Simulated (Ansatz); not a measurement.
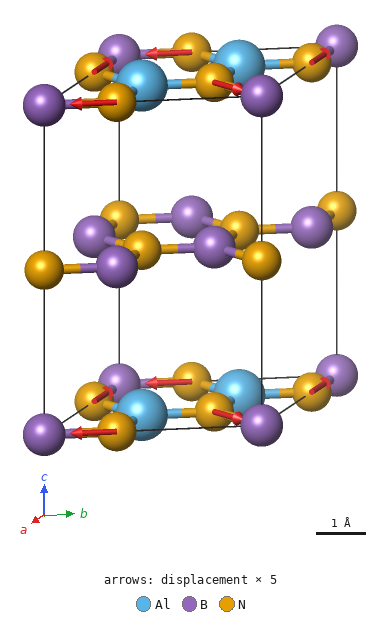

A relaxation of solid AlB2N3 (a generated structure, set up in P-62m) (coarse preliminary run). The starting structure is drawn; red arrows show the displacements (the part carried along by the change of the cell is left out), magnified 5 times.

Style: ball-and-stick. Shown: the cell of the calculation, slightly off an axis.

Method: Ansatz, DFT PBE, scalar-relativistic, plane waves, PAW. Set-up: plane-wave cutoff 420 eV; k-point mesh 6 × 6 × 4; occupations gaussian; smearing width 0.1 eV; no spin polarisation; cell and atoms relaxed; force threshold 0.04 eV/Å; at most 70 steps.

### Atoms of which element are displaced furthest, and by how much?

Nitrogen: up to 0.20 Å, against 0.01 Å for boron.

### What happened in the run?

The energy falls by 509 meV per atom in 6 accepted moves (8 points after the start). The largest force component goes from 14 to 0.012 eV/Å. Pressure: 40.12 GPa at the start and 0.11 GPa at the end. The SCF was repeated twice at an unchanged geometry on a basis and grid sized afresh for the cell, which shifted the energy by 4.5 meV per atom at most. The largest moves relative to the cell, 0.20 Å, are those of N atoms. Largest moves by element: N 0.20 Å, B 0.01 Å. Al stays in place. The drawn cell changes as follows: a = b 4.532 → 4.755 Å (+4.9 %), c 6.961 → 6.929 Å (−0.5 %); the volume changes by +9.6 %. Some distances before and after: Al–N 1.511 → 1.692 Å, B–N 1.511 → 1.388 Å, B–N 1.511 → 1.589 Å. Among the angles between lasting bonds that change: Al–N–Al 120.0° → 108.4°, Al–N–B 120.0° → 125.8°. The space group stays P-62m (No. 189). The run took 96 s on 1 thread of Arm Neoverse V1, on a shared host, peak memory 0.37 GiB.

Limits of the set-up: layers or molecules are held without a dispersion correction, so their spacing is unreliable.
